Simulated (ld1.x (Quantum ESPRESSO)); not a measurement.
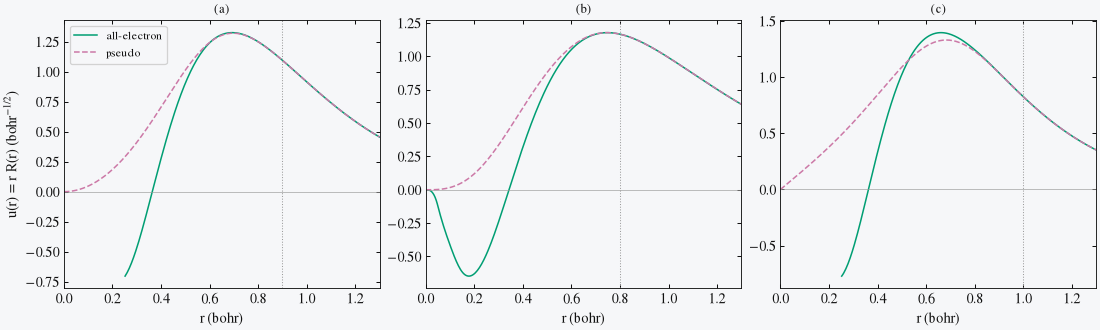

All-electron valence functions (solid) with their pseudo partners (dashed). Dotted lines mark the matching radii. The all-electron curves start outside the innermost oscillations, which aren't drawn.

ld1.x (Quantum ESPRESSO) 7.5, BP86, scalar-relativistic. The levels are (a) -141.35 eV, (b) -59.47 eV, (c) -197.54 eV.

### Identify the atom and the shell in each panel.

Xenon (Xe), core [Ar] 3d10, valence 4s2 4p6 4d10 5s2 5p6 (neutral): (a) 4p, (b) 4d, (c) 4s.

### Are the pseudo-waves norm-conserving?

Yes. The TM scheme keeps the all-electron norm inside the radius.

The potential isn't sound: the pseudo-atom misses its own reference levels by up to 2.86 eV.
